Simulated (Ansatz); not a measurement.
**InHCl2O (SMILES [OH][In]([Cl])[Cl]): BHLYP/def2-SVP (core potential)**

Aim: the electronic atomisation energy of InHCl2O at BHLYP/def2-SVP (core potential), from 5 runs. 

Program for the calculation: Ansatz 0.2.0.

59 further runs of the same task are left out: 6 that didn't finish, 53 set aside as unsound or not needed.

## (1) Starting point

InHCl2O has 5 atoms, charge 0, and is taken as a singlet. As SMILES, `[OH][In]([Cl])[Cl]`. Geometry: relaxed at PBE0-D4/def2-TZVP.

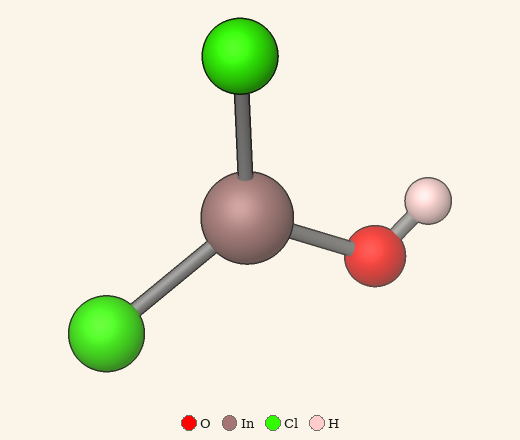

Viewed from a chosen angle; oxygen red, indium brown, chlorine green, hydrogen pink.

## (2) A single-point energy at BHLYP/def2-SVP (core potential)

The input, in.yaml:

```yaml
crystal:
  periodic: [false, false, false]
  atoms:
    - symbol: O
      position_ang: [-0.347800, 1.510200, -0.137200]
    - symbol: In
      position_ang: [-0.087900, -0.432900, -0.100800]
    - symbol: Cl
      position_ang: [1.722600, -1.320600, 1.019900]
    - symbol: Cl
      position_ang: [-1.580600, -1.801600, -1.170600]
    - symbol: H
      position_ang: [0.343600, 1.971200, 0.347200]
basis:
  gaussian:
    orbitals: def2-SVP
hamiltonian:
  xc: {name: BHLYP}
accuracy: high
output:
  orbitals: {seedname: orbitals}
```

Run with:

```sh
$ ansatz run in.yaml --threads 1 --pin off --max-ram 3480MiB --events-out events.jsonl --progress --plain --runs-dir runs
```

What it wrote:

```text
Warning: RAYON_NUM_THREADS=1 ignored (pool sized by the plan → 1); use --threads N
Functional definition: BHLYP
  name "BHLYP"
  parameter a = 0.5
  exchange = (1 - a)*b88_x + a*exact_x
  correlation = lyp_c
1712 factors; integrals over basis functions are off by at most 8.7e-9 eV
mean field evaluation 1: about -32267.6369 eV, gradient 5.0e1 eV
mean field evaluation 2: about -32259.3259 eV, gradient 8.1e1 eV
mean field evaluation 4: about -32272.4656 eV, gradient 2.9e0 eV
mean field evaluation 8: about -32272.6651 eV, gradient 3.1e-1 eV
mean field evaluation 16: about -32272.6654 eV, gradient 7.3e-5 eV
mean field -32272.66538392 eV, -1185.9985776608 hartree, gradient 5.4e-8 eV, S^2 0.000000; 0 other end points of the search recorded, 0 dependent functions left out
reference -32272.66541095 eV, -1185.9985786541 hartree; 32, 32 occupied and 49, 49 virtual orbitals, 1712 factors
Total energy: -32272.66541095 eV, -1185.9985786541 hartree
```

It took 8.4 s on 1 thread of Arm Neoverse V2, shared host; peak memory 0.28 GiB.

## (3) The Cl atom at the same level

The input, in.yaml:

```yaml
crystal:
  periodic: [false, false, false]
  atoms:
    - {symbol: Cl, position_ang: [0.000000, 0.000000, 0.000000]}
basis:
  gaussian: {orbitals: def2-SVP}
magnetization: {spin_polarized: true, initial_magnetization: 1}
hamiltonian: {xc: {name: BHLYP}}
accuracy: high
```

Run the same way, it converges to -459.99739 Eh (log not shown).

## (4) The H atom at the same level

The input, run.yaml:

```yaml
crystal:
  periodic: [false, false, false]
  atoms:
    - {symbol: H, position_ang: [0.000000, 0.000000, 0.000000]}
basis:
  gaussian: {orbitals: def2-SVP}
hamiltonian: {xc: {name: BHLYP}}
accuracy: high
magnetization: {spin_polarized: true, initial_magnetization: 1}
```

Run the same way, it converges to -0.49784 Eh (log not shown).

## (5) The In atom at the same level

The input, input.yaml:

```yaml
crystal:
  periodic: [false, false, false]
  atoms:
    - symbol: In
      position_ang: [0.000000, 0.000000, 0.000000]
basis:
  gaussian: {orbitals: def2-SVP}
magnetization: {spin_polarized: true, initial_magnetization: 1}
hamiltonian: {xc: {name: BHLYP}}
accuracy: high
```

Run the same way, it converges to -190.03595 Eh (log not shown).

## (6) The O atom at the same level

The input, job.yaml:

```yaml
crystal:
  periodic: [false, false, false]
  atoms:
    - {symbol: O, position_ang: [0.000000, 0.000000, 0.000000]}
basis:
  gaussian:
    orbitals: def2-SVP
magnetization:
  spin_polarized: true
  initial_magnetization: 2
hamiltonian:
  xc: {name: BHLYP}
accuracy: high
```

Run with:

```sh
$ ansatz run job.yaml --threads 1 --pin off --max-ram 3480MiB --events-out events.jsonl --progress --plain --runs-dir runs
```

What it wrote:

```text
Warning: RAYON_NUM_THREADS=1 ignored (pool sized by the plan → 1); use --threads N
[... 5 set-up lines as earlier in the session ...]
95 factors; integrals over basis functions are off by at most 1.3e-9 eV
mean field evaluation 1: about -2040.2976 eV, gradient 4.6e0 eV
mean field evaluation 2: about -2040.3699 eV, gradient 9.1e-1 eV
mean field evaluation 4: about -2040.3740 eV, gradient 3.8e-1 eV
mean field evaluation 8: about -2040.3747 eV, gradient 6.4e-4 eV
mean field -2040.37466898 eV, -74.9823860692 hartree, gradient 2.3e-8 eV, S^2 2.002903; 0 other end points of the search recorded, 0 dependent functions left out
reference -2040.37467668 eV, -74.9823863524 hartree; 5, 3 occupied and 9, 11 virtual orbitals, 95 factors
Total energy: -2040.37467668 eV, -74.9823863524 hartree
```

It took 0.24 s on 1 thread of Arm Neoverse V2, shared host.

## (7) Outcome

Level: BHLYP/def2-SVP (core potential).

| quantity | value |
| --- | --- |
| molecule: total energy | -1185.99858 Eh |
| molecule: HOMO energy | -10.34 eV |
| molecule: LUMO energy | -1.46 eV |
| molecule: HOMO–LUMO gap | 8.89 eV |
| Cl atom: total energy | -459.99739 Eh |
| Cl atom: ⟨S²⟩ | 0.753 |
| H atom: total energy | -0.49784 Eh |
| H atom: ⟨S²⟩ | 0.750 |
| In atom: total energy | -190.03595 Eh |
| In atom: ⟨S²⟩ | 0.753 |
| O atom: total energy | -74.98239 Eh |
| O atom: ⟨S²⟩ | 2.003 |
| electronic atomisation energy | 13.269 eV |

In words: Taking the molecule apart into free atoms costs 13.27 eV (306 kcal/mol), before zero-point energy and without spin-orbit coupling.
